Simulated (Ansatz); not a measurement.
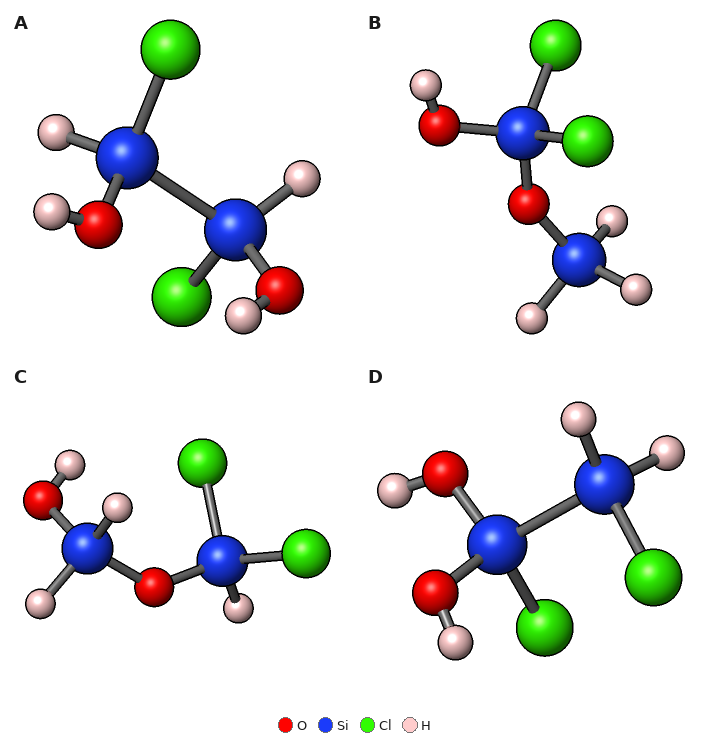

Figure made from data computed with Ansatz.

> Match each picture to its SMILES.
(1) O[Si](Cl)(Cl)O[SiH3]
(2) O[Si](O)(Cl)[SiH2]Cl
(3) O[SiH2]O[SiH](Cl)Cl
(4) O[Si@@H](Cl)[Si@@H](O)Cl

A is (4), B is (1), C is (3), D is (2).
